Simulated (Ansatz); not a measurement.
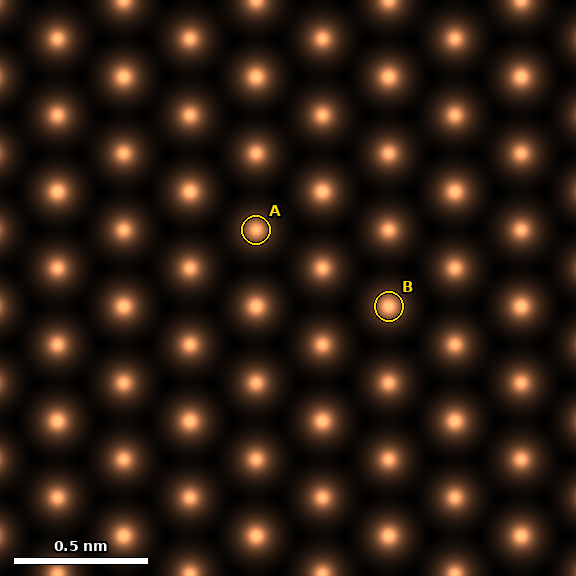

Projected-potential map of KLuSn (P6_3mc, No. 186) along [001]. Computed as the sum of neutral-atom potentials (tabulated electron scattering factors, B = 0.5 Å²) projected along the beam and smoothed by 0.25 Å; brighter is more positive. The display is stretched by a gamma of 0.6; percentages refer to the linear signal. Model: the end point of a relaxation with Ansatz, DFT, PAW plane waves, r2scan; the starting structure was generated, so it need not be a known form of this composition.

```yaml
crystal:
  lattice:
    - [4.96748, 0.00000, 0.00000]
    - [-2.48374, 4.30196, 0.00000]
    - [0.00000, 0.00000, 14.13091]
  atoms:
    - { symbol: K, position: [0.33333, 0.66667, 0.24545] }
    - { symbol: K, position: [0.66667, 0.33333, 0.74545] }
    - { symbol: Sn, position: [0.00000, 0.00000, 0.40100] }
    - { symbol: Sn, position: [0.00000, 0.00000, 0.90100] }
    - { symbol: Lu, position: [0.33333, 0.66667, 0.94765] }
    - { symbol: Lu, position: [0.66667, 0.33333, 0.44765] }
```

Which atoms make up the marked columns?

A: Lu + K (1 K and 1 Lu per 14.13 Å along the beam; about 85 % of the brightest peak). B: Sn (2 Sn per 14.13 Å along the beam; the brightest kind). Brightness is counted from the darkest point of the image.
